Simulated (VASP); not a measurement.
Band structure of ZrC (rock salt). These are PW91 GGA, VASP's PBE PAW potentials (set 64) (plane waves; VASP) values and carry that method's errors.

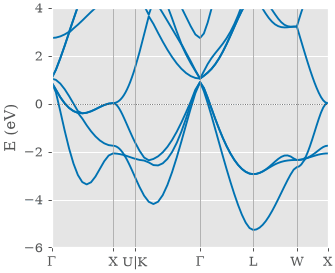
Figure. Bands along high-symmetry lines, zero at the valence-band maximum or, without a gap, the Fermi level

Task: Read the plot: is there a gap, and where are the band edges?

Result: It has no gap at this level: it comes out as a metal or semimetal. (Edges off the drawn lines would not show.)

The compound is ZrC in the rock salt structure. It was relaxed first.
